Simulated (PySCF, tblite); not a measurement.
**C3H11NOSi4: geometry, infrared bands and NMR shifts**

Wanted: the infrared bands and NMR shifts of C3H11NOSi4 (`CCO[Si@@H]1[SiH2][SiH2][Si@@H]1C#N`), by calculation.

Computed with tblite 0.8.0 and PySCF 2.14.0, with density-fitted response routines of our own, on a single molecule in the gas phase. Atoms count from 0, in the outputs and in this text.

### 1 The molecule as given

20 atoms, charge 0, multiplicity 1; geometry from: force field or distance geometry start.

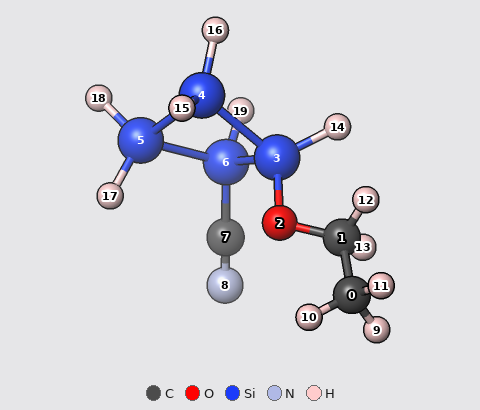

The starting geometry (carbon dark grey, oxygen red, silicon blue, nitrogen light blue, hydrogen pink), atoms numbered.

### 2 Optimising the geometry with GFN2-xTB

What the job is given:

```
{"job": {"kind": "relax", "xc": "GFN2-xTB", "basis": "xTB"}, "charge": 0, "multiplicity": 1}
C      3.403000    -0.065500     0.496700
C      2.175700    -0.258700    -0.376300
O      1.027200     0.326300     0.157300
Si    -0.244100     0.015800    -0.947200
Si    -1.576300     1.817100    -1.089500
Si    -2.837800     0.847500     0.492400
Si    -2.003000    -1.089400    -0.203700
C     -1.661500    -2.276600     1.127700
N     -1.446000    -3.029500     1.982800
H      3.785500    -1.066500     0.798300
H      3.205200     0.478500     1.433800
H      4.224100     0.442400    -0.044900
H      2.391600     0.169300    -1.351700
H      2.027800    -1.355100    -0.465600
H      0.251100    -0.450600    -2.255700
H     -0.960900     3.061700    -0.622100
H     -2.242400     1.888300    -2.403000
H     -2.398600     1.193100     1.853500
H     -4.279100     0.992400     0.289100
H     -2.846800    -1.629900    -1.284800
```

On the command line:

```
$ OMP_NUM_THREADS=1 python probes_run.py task.json out
```

The driver reads the jobs from task.json and runs them one after another.

**Question.** This job is followed by: GFN2-xTB harmonic vibrations, gas phase; GIAO PBE0/pcSseg-1 NMR shielding, non-relativistic, gas phase. Predict these results of the whole session: strongest single infrared mode (GFN2-xTB); zero-point energy (GFN2-xTB); ¹³C shifts against TMS (PBE0/pcSseg-1); ¹H shifts against TMS (PBE0/pcSseg-1, means over atoms taken as alike); ¹⁷O shifts against H2O (PBE0/pcSseg-1); ²⁹Si shifts against TMS (PBE0/pcSseg-1); ¹⁵N shifts against NH3 (PBE0/pcSseg-1).

The runs gave:

| quantity | value |
| --- | --- |
| strongest single infrared mode (GFN2-xTB) | 588 cm⁻¹, 559 km/mol |
| zero-point energy (GFN2-xTB) | 79.4 kcal/mol |
| ¹³C shifts against TMS (PBE0/pcSseg-1) | 124.1, 64.2, 20.6 ppm |
| ¹H shifts against TMS (PBE0/pcSseg-1, means over atoms taken as alike) | 6.51, 4.72, 4.45, 4.38, 4.38, 4.18, 4.06, 3.82, 1.41 ppm |
| ¹⁷O shifts against H2O (PBE0/pcSseg-1) | 20.7 ppm |
| ²⁹Si shifts against TMS (PBE0/pcSseg-1) | 13.2, -86.7, -87.4, -93.7 ppm |
| ¹⁵N shifts against NH3 (PBE0/pcSseg-1) | 376.7 ppm |

Relaxing lowered the energy by 1.515 eV in 148 steps; the close pair that moved most is Si3–Si6, from 2.206 to 2.377 Å. The lowest mode is slightly imaginary (4i cm⁻¹), a soft motion within the noise of the Hessian, so the minimum is not strictly shown. The strongest single mode, at 588 cm⁻¹, is spread over several atoms, H14, H18, H17 among them. GFN2-xTB is a fitted tight-binding method: band positions and strengths are rough. Its intensities can rank the bands wrongly. The most deshielded carbon is C7 (nitrile carbon), at 124.1 ppm: this is the usual window of a C≡N carbon, which has no attached hydrogen. At PBE0/pcSseg-1: The largest span, 576 ppm, is at N8, where the paramagnetic term is -448 ppm.
